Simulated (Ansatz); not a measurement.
## Electronic structure of Cl₂GeH₄OSi···H₂ in real space

The calculation's input:

```
crystal:
  periodic: [false, false, false]
  atoms:
    - { symbol: Ge, position_ang: [0.022641, -0.465641, -0.299633] }
    - { symbol: H, position_ang: [0.781997, 0.635982, 2.111829] }
    - { symbol: Cl, position_ang: [1.982232, 0.274469, -0.837461] }
    - { symbol: H, position_ang: [-0.892306, 0.663028, 0.19548] }
    - { symbol: Cl, position_ang: [-0.835457, -1.374575, -2.079641] }
    - { symbol: O, position_ang: [0.181608, -1.752737, 0.907623] }
    - { symbol: Si, position_ang: [0.354393, -3.43318, 0.731279] }
    - { symbol: H, position_ang: [1.296429, -3.764888, -0.392047] }
    - { symbol: H, position_ang: [0.915749, -3.921081, 2.033963] }
    - { symbol: H, position_ang: [-0.980094, -4.075501, 0.47868] }
    - { symbol: H, position_ang: [0.662808, -0.060977, 2.256127] }
basis:
  gaussian: { orbitals: def2-SVP }
hamiltonian:
  xc: pbe
relax:
  f_tol: 0.03
  max_steps: 50
output:
  orbitals: {}
```

Command:

```sh
ansatz run input.yaml --threads 4 --pin off --max-ram 5120MiB --backend cpu --events-out ev --progress --plain --runs-dir out
```

The fields are those of the run's last geometry, not of the input's.

These are results of Ansatz 0.2.0, RKS PBE/def2-SVP, not measurements.

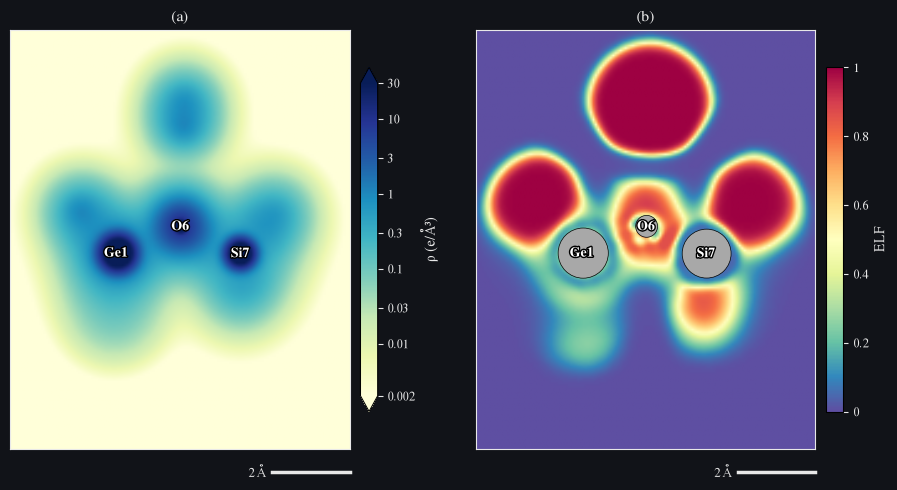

Figure 1. (a) total electron density; (b) electron localisation function on the plane of atoms Ge1, O6 and Si7. Grey discs cover the atomic cores in the ELF map.

### Read the bonding off the picture.

Atoms in the plane: Ge, O and Si.
Si–O (1.70 Å): ρ is about 0.96 e/Å³ halfway; the ELF peaks at about 0.85 between the atoms (a polar covalent bond).
Ge–O (1.77 Å): ρ is about 0.94 e/Å³ halfway; the ELF peaks at about 0.85 in the valence shell of O, 0.6 Å from its nucleus, and is about 0.30 at the midpoint.
The ELF also peaks beside O6, away from the bonds: lone-pair regions.

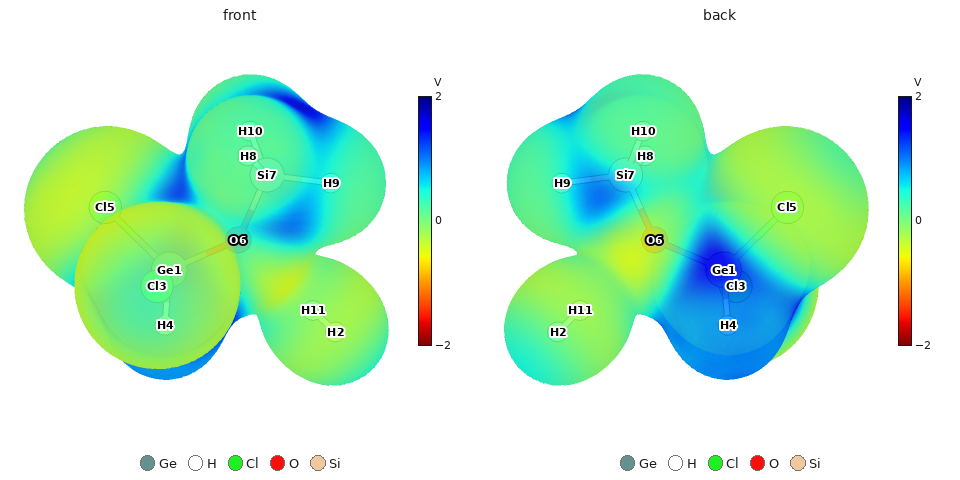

Figure 2. The electrostatic potential painted on the density surface at 0.002 e/bohr³, seen from the front and from behind; red is negative and blue positive.

### Which sites attract a positive test charge, and which a negative one?

A positive charge is drawn to the negative regions and a negative charge to the positive ones. The most negative region (about −0.4 V) lies over the gap between the two molecules, near O6, Si7 and H11, the most positive (about +1.6 V) over Ge1 and Si7. Cl3 shows a σ-hole: about +0.2 V at the tip opposite its bond, against about −0.3 V on its flanks. Cl5 shows a σ-hole: about +0.2 V at the tip opposite its bond, against about −0.2 V on its flanks.

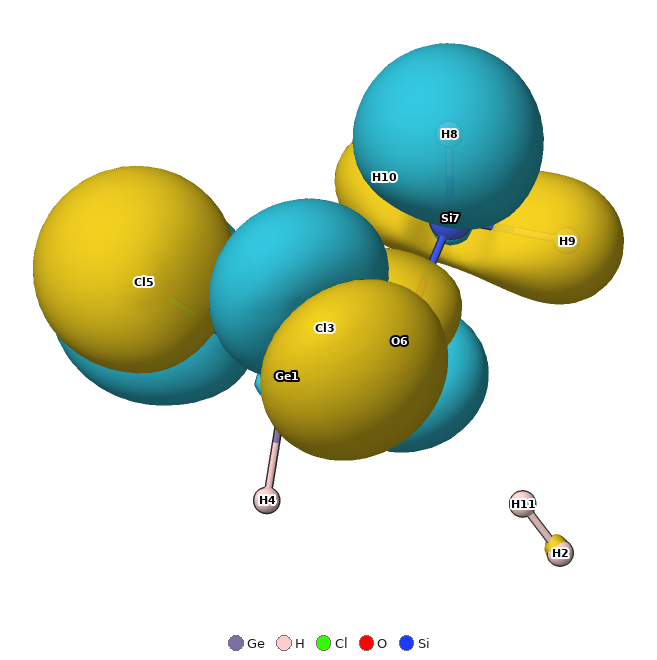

Figure 3. The HOMO−1 at ±0.06 Å⁻³ᐟ² (yellow and cyan are the two phases), seen at a tilt.

### Describe this orbital and give its energy.

It lies mainly on Cl5 (about 30 %), Cl3 (about 25 %), O6 (about 20 %), H8 (about 10 %) and Si7 (about 10 %); largely a combination of lone pairs on Cl5, Cl3 and O6. Its energy is −7.76 eV.

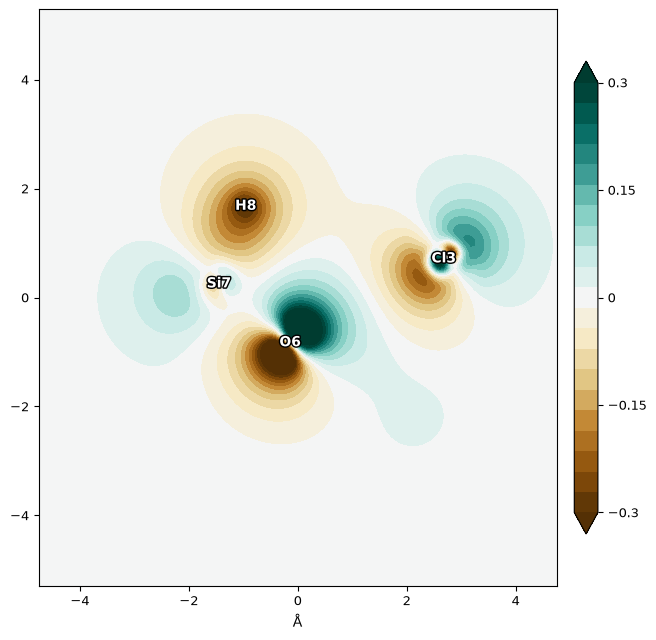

Figure 4. The HOMO on the plane of atoms O6, Si7 and H8 (values in Å⁻³ᐟ²; the overall sign is arbitrary).

### Where does this orbital lie, and at what energy?

Its weight (Hirshfeld) is mainly on O6 (about 35 %), Cl3 (about 15 %), Si7 (about 10 %), Cl5 (about 10 %) and H10 (about 10 %). Its energy is −7.48 eV.
